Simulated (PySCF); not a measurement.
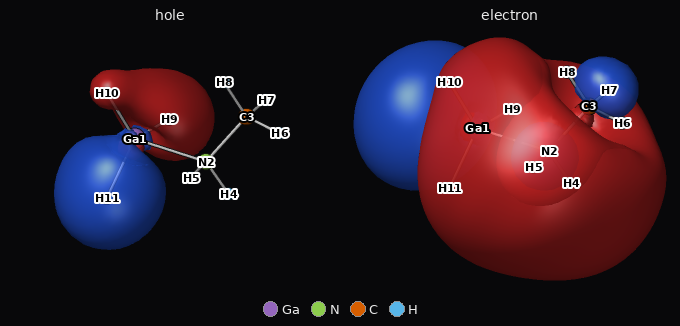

Figure 1: Ga(NH2Me)H3 (CH₈GaN). Leading natural transition orbital pair of S₁ (TDA singlet states); the surfaces enclose about 78 % of each orbital's density.

PySCF calculation, CAM-B3LYP/def2-SVPD, gas phase; geometry: GFN2-xTB. No frequency check shows the geometry to be a minimum. GFN2-xTB bond lengths at metals and heavier atoms can be off by up to 0.1 Å and shapes distorted, which carries into these values.

The calculation's input:

```python
import numpy as np
from pyscf import gto, scf, dft, tdscf
from pyscf.scf import atom_ks, atom_hf
from scipy.linalg import block_diag

def solve(mol, dm0=None, hcore=None):
    mf = (dft.UKS if mol.spin else dft.RKS)(mol, xc='camb3lyp')
    mf.grids.level = 3
    mf = mf.density_fit(auxbasis='def2-universal-jkfit')
    mf.conv_tol, mf.max_cycle = 1e-8, 80
    if hcore is not None:
        mf.get_hcore = lambda *args: hcore
    mf.kernel(dm0)
    if not mf.converged:
        mf = mf.newton().run(mf.mo_coeff, mf.mo_occ, max_cycle=30)
    assert mf.converged, 'SCF not converged'
    return mf

mol = gto.M(atom='''
Ga    -0.91716     0.06282     0.00047
N      1.18362    -0.62163     0.00205
C      2.23145     0.40736    -0.00249
H      1.34342    -1.21706    -0.80455
H      1.34518    -1.21178     0.80984
H      3.22218    -0.05612     0.00596
H      2.12194     1.02818    -0.89247
H      2.12388     1.03398     0.88136
H     -0.91113     0.85799    -1.33186
H     -0.90822     0.86669     1.32848
H     -1.57936    -1.34211    -0.01060
''', basis='def2-svpd', charge=0, spin=0, verbose=4)
mf = solve(mol)
td = mf.TDA()
td.nstates, td.singlet, td.conv_tol = 4, True, 1e-5
td.kernel()
td.analyze()
x, y = np.array([p[0] for p in td.xy]), np.array([p[1] + 0 * p[0] for p in td.xy])
f, mu = td.oscillator_strength(), td.transition_dipole()
nto = [td.get_nto(state=i + 1, verbose=4) for i in range(len(td.e))]
# spherically averaged free atoms, for the promolecule
atm = atom_ks.get_atm_nrks(mol, xc='camb3lyp')
pro = block_diag(*[(atm[a[0]][2] * atm[a[0]][3]) @ atm[a[0]][2].T for a in mol._atom])
np.savez('result.npz', e=td.e, f=f, ok=td.converged, w=[n[0] for n in nto], nto=[n[1] for n in nto], x=x, y=y, c=mf.mo_coeff, occ=mf.mo_occ, eps=mf.mo_energy, pro=pro, mu=mu)
```

Launched as:

```sh
OMP_NUM_THREADS=1 python input.py
```

The run took 5.6 min on 1 thread of Arm Neoverse V2, on a shared host, peak memory 0.74 GiB.

### Where does the state lie, and where do hole and electron sit?

6.51 eV (190 nm), f = 0.022, partly diffuse acceptor orbital; the leading pair carries 99 %; hole on Ga1 (38 %), H11 (37 %) and H9 (19 %), electron on Ga1 (38 %), H4 and H5 (13 % each) and N2 (9 %) (atom shares of so diffuse an orbital are rough); their centroids lie 1.3 Å apart; S₂ lies within 0.1 eV of it. In canonical orbitals it is mainly HOMO → LUMO (71 %). The HOMO–LUMO gap is 9.34 eV.
